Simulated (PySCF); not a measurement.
# C3H9B, SMILES `CB(C)C`: electronic structure

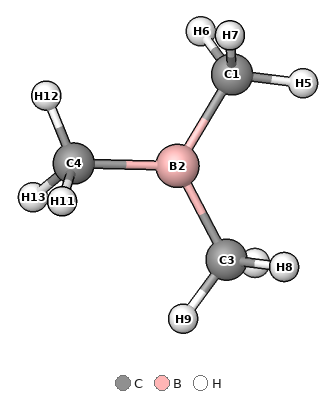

The molecule, with its atoms numbered as below. No frequency check shows the geometry to be a minimum.

Coordinates in Å:

```
C1      -1.5613    0.2271   -0.0000
B2       0.0004    0.0000   -0.0002
C3       0.9772    1.2385   -0.0000
C4       0.5839   -1.4656   -0.0000
H5      -1.8633    1.2716    0.0006
H6      -2.0173   -0.2488   -0.8678
H7      -2.0173   -0.2488    0.8677
H8       0.7931    1.8714    0.8677
H9       2.0328    0.9778    0.0006
H10      0.7931    1.8714   -0.8678
H11      1.2241   -1.6226    0.8677
H12     -0.1697   -2.2494    0.0006
H13      1.2241   -1.6226   -0.8678
```

Part 1: Bonding charge

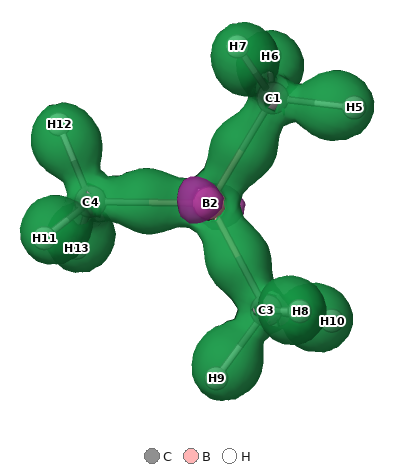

Deformation density (molecule less spherical, spin-averaged free atoms at the same positions), surfaces at ±0.2 e/Å³; green: gain, purple: loss.

Level of theory: M06-2X/def2-TZVP (PySCF), at a geometry from GFN2-xTB.

**How much density has each bond gained at its critical point, relative to the free atoms?**

C1–H5, C3–H9 and C4–H12: +0.69 e/Å³ at the bond critical point (bond length 1.09 Å, Mayer order 1.0). C1–H7, C3–H8, C1–H6, C4–H11 and 2 more like them: +0.66 e/Å³ at the bond critical point (bond length 1.09 Å, Mayer order 0.9). B2–C3, B2–C4 and C1–B2: +0.43 e/Å³ at the bond critical point (bond length 1.58 Å, Mayer order 1.0). In all, 3.0 electrons gather in the regions of gain relative to the promolecule.

Part 2: Local ionisation energy

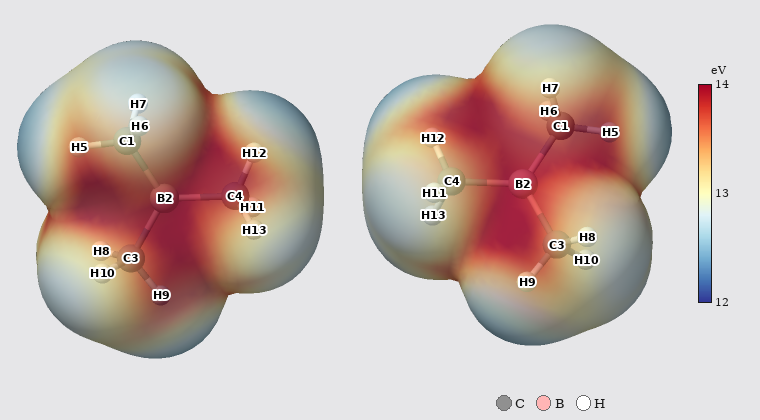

Average local ionisation energy on the surface of electron density 0.001 a.u. (back view left, front view right).

**Where are the most loosely bound electrons on this surface?**

The lowest value is 12.5 eV, 1.4 Å from H12, and at like points elsewhere. For comparison, the highest occupied orbital lies at −9.8 eV.

**What volume does the surface enclose, and what is the dipole moment?**

About 112 Å³; the dipole moment is 0.0 D.

Part 3: Excited states

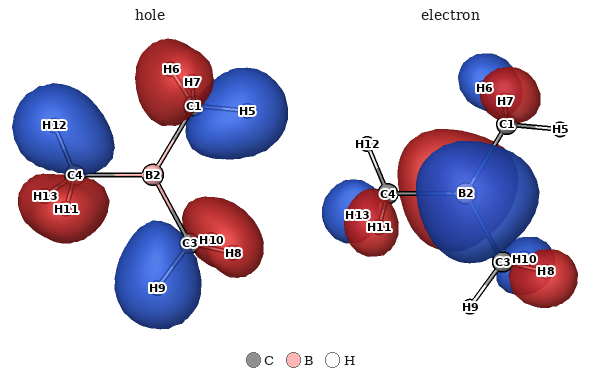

Leading natural transition orbital pair of S₃ (full linear response singlet states); the surfaces enclose about 78 % of each orbital's density.

Computed with PySCF, LC-wPBE/6-311G**, geometry: GFN2-xTB. Without diffuse functions Rydberg states are missing, so the states' numbers hold for this basis only.

**What kind of excitation is it, and where does it lie?**

9.30 eV (133 nm), f = 0.013, σ → empty p orbital of B2; the leading pair carries 99 %; hole on C1, C3 and C4 (17 % each) and H5, H9 and H12 (9 % each), electron on B2 (51 %) and C1, C3 and C4 (9 % each); their centroids lie 0.0 Å apart. In canonical orbitals it is mainly HOMO−2 → LUMO (98 %). The HOMO–LUMO gap is 13.51 eV.

Part 4: Removing or adding an electron

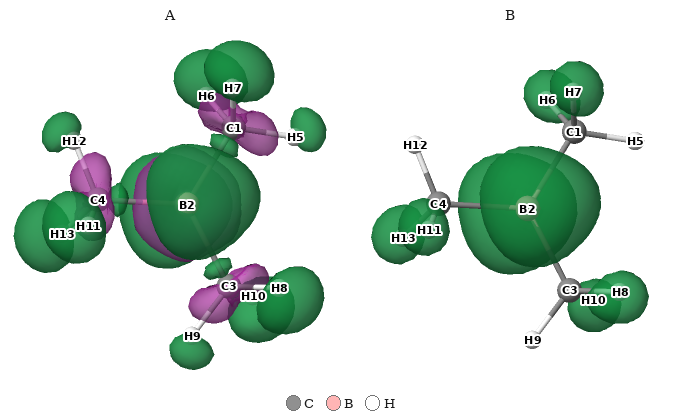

The Fukui function f⁺ from two separate SCF calculations and the density of the LUMO, at ±0.02 e/Å³ (green positive, purple negative).

Method: LDA (SVWN)/def2-SVP; geometry: GFN2-xTB; program: PySCF.

**Which panel is which, and how good is the frozen-orbital picture?**

A is f⁺ (it has negative regions), B the LUMO density. The LUMO lies on B2 (51 %) and C1, C3 and C4 (8 % each); f⁺ (Hirshfeld-condensed) is largest on B2 (0.30); the vertical electron affinity is −1.74 eV (the stability of the anion's solution wasn't checked; negative, but this basis has no diffuse functions, so it doesn't show that the anion is unbound). Relaxation shifts 31 % of the electron between atoms. The orbital energy is −1.33 eV.

Part 5: Localised orbitals

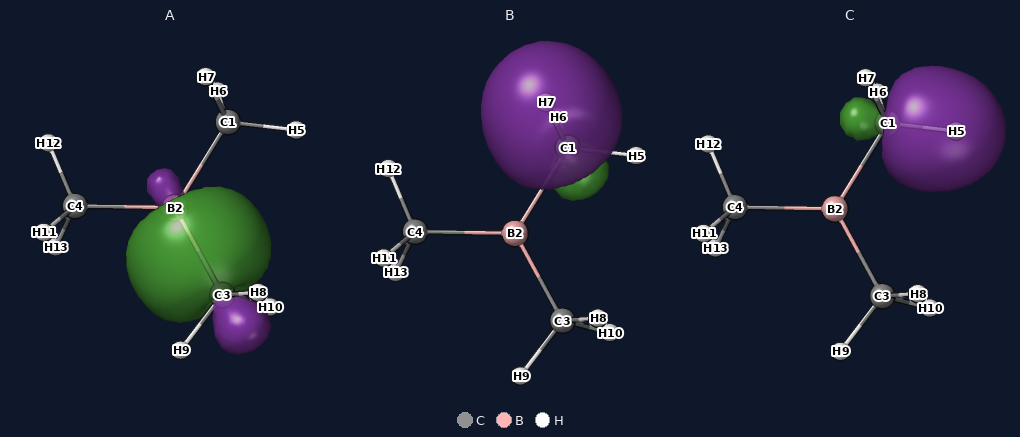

Foster–Boys orbitals, occupied; each surface holds about 85 % of the orbital's density. Energies are diagonal elements of the Fock matrix.

PySCF calculation, PBE0/def2-SVPD, gas phase; geometry: GFN2-xTB. This is a single-reference result, which may miss multireference character in this system.

**Name the orbitals, with their atomic make-up and energies.**

By panel:
- A: σ bond C3–B2 (C3 58 %, B2 41 %; −12.0 eV)
- B: σ bond C1–H7 (C1 54 %, H7 44 %; −13.1 eV)
- C: σ bond C1–H5 (C1 55 %, H5 44 %; −12.9 eV)

**How do all the valence pairs divide up?**

12 pairs: 12 σ bonds.

Part 6: Stretching a bond

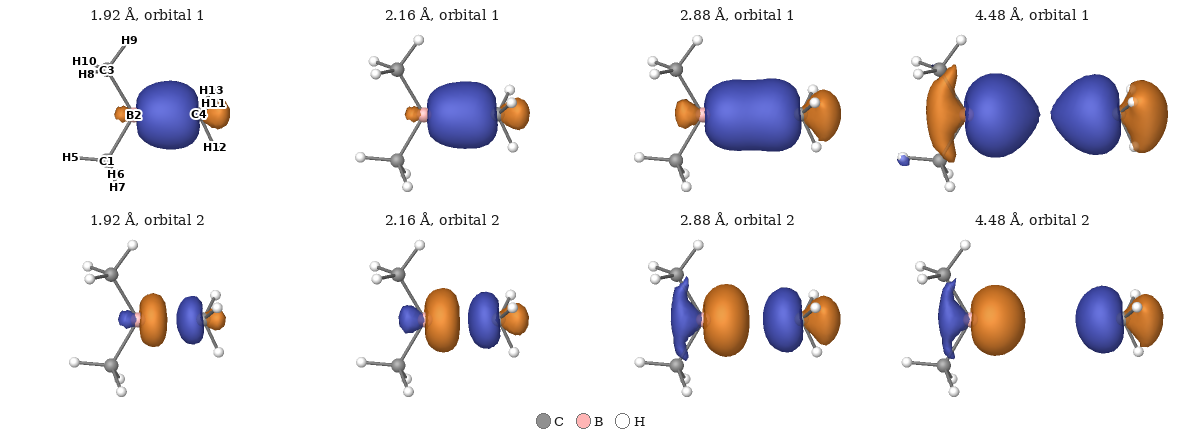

Rigid stretch of the B2–C4 bond. The two CASSCF(2,2) natural orbitals nearest half filling (orbital 1 the more occupied).

Level of theory: cc-pVDZ basis (PySCF), at a geometry from GFN2-xTB.

**How do the occupations change along the stretch?**

1.92 Å: 1.97 and 0.03; 2.16 Å: 1.94 and 0.06; 2.88 Å: 1.74 and 0.26; 4.48 Å: 1.13 and 0.87. At the longest distance computed (4.48 Å) they are 1.13 and 0.87, and the effective number of unpaired electrons is 1.9.

**Where does the UHF solution part from RHF?**

Between 2.16 Å (⟨S²⟩ = 0, the two coincide) and 2.48 Å (⟨S²⟩ = 0.32); at 4.48 Å ⟨S²⟩ is 1.01 and UHF lies 4.0 eV below RHF.

**How much energy does the stretch cost?**

By CASSCF, 4.3 eV from the lowest point of the scan (1.60 Å) to 4.48 Å; RHF gives 7.8 eV from its own lowest point. The fragments aren't relaxed and dynamic correlation is missing, so this isn't a bond dissociation energy.

The PySCF runs shown took 70 s, 20 min, 6.1 min, 26 s and 8.6 min on 1 thread of Arm Neoverse N1, with other jobs on the host.
